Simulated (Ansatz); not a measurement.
The figure comes from a scan of FeCo (CsCl type): the cell is scaled evenly about its relaxed volume V₀. These are PBE (plane waves to 420 eV, PAW, scalar-relativistic; Ansatz, an electronic-structure program) values and carry that method's errors. k mesh 16×16×16 (Γ-centred), Fermi-Dirac smearing 0.05 eV. Compression counts positive. FeCo was relaxed with its symmetry unable to fall. Relaxed FeCo ends ferromagnetic. The magnetic order is the one the run started from; other orders were not tried. 

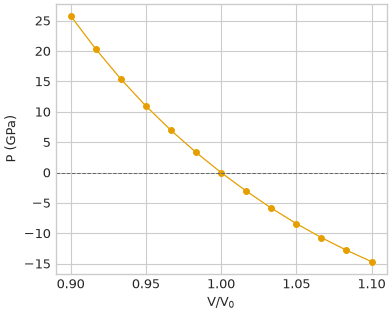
Figure. P (GPa) against V/V₀; markers are the computed points, lines only join them.

### Question
Read the plotted values off the figure, to the accuracy that the plot allows.

### Answer
To the nearest 1:

```tsv
V/V₀	P (GPa)
0.900	26
0.917	20
0.933	15
0.950	11
0.967	7
0.983	3
1.000	0
1.017	-3
1.033	-6
1.050	-8
1.067	-11
1.083	-13
1.100	-15
```

(Under strain, the slope of the energy per volume gives the stress and its curvature an elastic modulus.)
